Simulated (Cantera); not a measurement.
A closed system holds: 1 mol NF3, 5.5 mol H2O, 0.19 mol N2, equilibrated at 8100 Pa.

These are equilibrium values from Cantera (NASA tables, ideal gas, pure condensed phases), not measurements of a reactor. Candidate condensed phases: H2O; 40 gas species. Kinetics and transport are ignored.

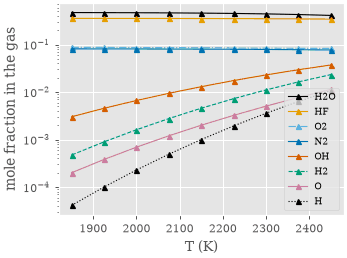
Figure. Equilibrium gas composition (values under 1e-9 drawn at 1e-9)

From 1850 K to 2450 K nothing is condensed.
